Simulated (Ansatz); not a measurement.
**Ligand exchange: SiH3Br + C2H5ClSn → SiH3Cl + C2H5BrSn**

Species: SiH3Br `[SiH3]Br`, singlet; C2H5ClSn `C[CH2][Sn][Cl]`, singlet; SiH3Cl (chlorosilane) `[SiH3]Cl`, singlet; C2H5BrSn `C[CH2][Sn][Br]`, singlet. The partners trade Br for Cl: Si–Br and Sn–Cl bonds give way to Si–Cl and Sn–Br.

Shapes, held fixed at every level: PBE0-D4/def2-TZVP. Flexible molecules stand in one conformer, not always the lowest. Programs: Ansatz 0.2.0. The zero-point and thermal change to 298 K, harmonic and unscaled (PBE0-D4/def2-TZVP), is +0.7 kJ/mol.

| level | kind | ΔH(298 K) (kJ/mol) | less CCSD(T)/def2-TZVPP |
| --- | --- | --- | --- |
| HF/def2-TZVPP | Hartree–Fock | -18.7 | -2.1 |
| BHLYP-D4/def2-TZVPP | global hybrid | -18.7 | -2.1 |
| PBE0-D4/def2-TZVPP | global hybrid | -16.5 | +0.1 |
| r2SCAN0-D4/def2-TZVPP | global hybrid | -17.2 | -0.6 |
| B2PLYP/def2-TZVPP | double hybrid | -17.2 | -0.6 |
| CCSD(T)/def2-SVP | coupled cluster or CI | -18.8 | -2.2 |
| CCSD/def2-SVP | coupled cluster or CI | -19.0 | -2.4 |
| CCSD(T)/def2-TZVPP | coupled cluster or CI | -16.6 | 0.0 |

The highest level, CCSD(T)/def2-TZVPP, gives ΔH(298 K) = -16.6 kJ/mol; the levels span -19.0 to -16.5. The column of differences is taken from that level and isn't an error. No measured value is set beside it here. For atoms past krypton def2 sets carry core potentials with scalar relativity. Relativity is left out for Br. Outer-core shells of Br, Sn are correlated, in sets that cover them unevenly.

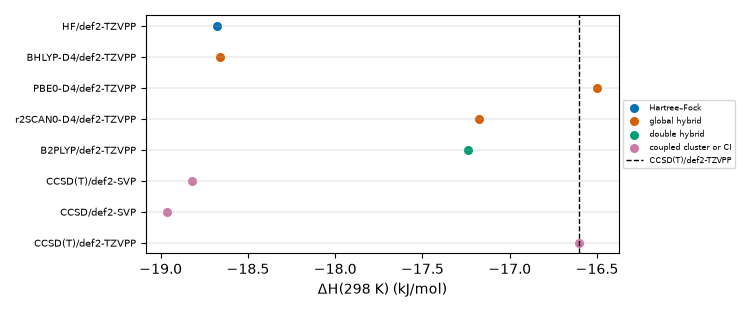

The values of the table, level by level.
